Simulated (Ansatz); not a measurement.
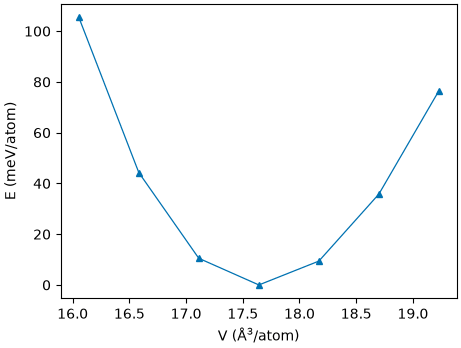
Figure: TaRu (rock salt, space group No. 225) under volume change, DFT-PBE in the program Ansatz with PAW potentials, scaled uniformly.

Q: What does a third-order Birch–Murnaghan fit give for V₀, B₀ and B′?

A: V₀ = 17.64 Å³/atom, B₀ = 200 GPa, B′ = 4.3.

Space group Fm-3m (rock salt). The start of the workflow was typed in or built on a structure type; neither database checked (COD, Materials Project) lists it. COD files the formula under space group No. 123, 221, so this cell is another polymorph or a model. Whether it is the stable phase at ambient conditions was not checked. Symmetry was held in the PBE relaxation; whether a distortion lowers the energy is not shown. No spin polarisation was allowed. Its formation energy is positive at this level, so the cell may be metastable or incomplete. Scalar-relativistic: spin–orbit coupling is off unless named, which matters more the heavier the elements.

Potentials: the earlier of the program's two PAW sets.
